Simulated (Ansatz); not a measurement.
# How methods differ on CH6ClInSi (SMILES [CH3][In]([SiH3])[Cl])

CH6ClInSi has 10 atoms, charge 0, and is taken as a singlet. SMILES: `[CH3][In]([SiH3])[Cl]`. The shape is that of a PBE0-D4/def2-TZVP optimisation.

```xyz
10

C    -0.9497    1.8137   -0.7935
In   -0.4347   -0.2069   -0.3078
Si    1.3613   -1.4333    1.0520
Cl   -1.9572   -1.7142   -1.3098
H    -0.1114    2.3077   -1.2873
H    -1.1877    2.3675    0.1163
H    -1.8149    1.8093   -1.4553
H     1.2011   -2.9048    0.9394
H     1.2617   -1.0396    2.4844
H     2.7148   -1.0505    0.5646
```

Each level gives the energy change with the In2–Cl4 bond stretched from 2.365 to 5.203 Å (eV). The values are calculated.

```csv
level,kind,program,value (eV),CPU time (all runs)
HF/def2-SVP (core potential) (restricted),Hartree–Fock,Ansatz,4.72,13 s
SVWN5/def2-SVP (core potential) (restricted),LDA,Ansatz,4.06,9.3 s
BLYP/def2-SVP (core potential) (restricted),GGA,Ansatz,3.43,14 s
r2SCAN/def2-SVP (core potential) (restricted),meta-GGA,Ansatz,3.94,26 s
PBE0/def2-SVP (core potential) (restricted),global hybrid,Ansatz,4.18,29 s
wB97X/def2-SVP (core potential) (restricted),range-separated hybrid,Ansatz,4.80,55 s
MP2/def2-SVP (core potential) (restricted),perturbation theory,Ansatz,4.96,12 s
CCSD(T)/def2-SVP (core potential) (restricted),coupled cluster or CI,Ansatz,3.29,5.8 min
CCSD/def2-SVP (core potential) (restricted),coupled cluster or CI,Ansatz,4.62,72 s
```

The first shape isn't each level's own minimum. The values span 3.29 to 4.96 eV. The coupled-cluster rows rest on a doubtful reference here (large T1 or Brueckner and Hartree–Fock orbitals at odds), and rows may lie in different states. In the correlated wave-function rows the outer d shell of In is correlated, in sets not made for it. Times are those of the runs behind each value, whatever else they computed, on shared processors of several kinds: orders of magnitude only.

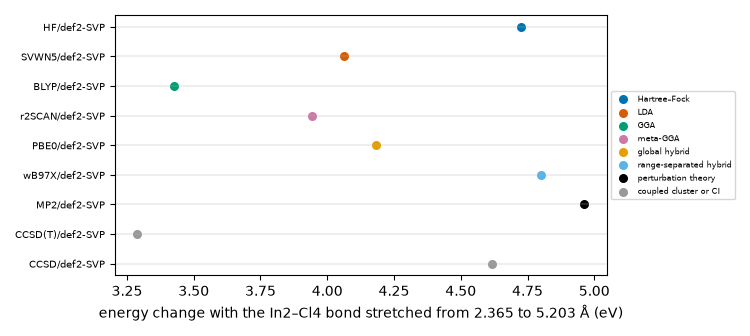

The values of the table, level by level.
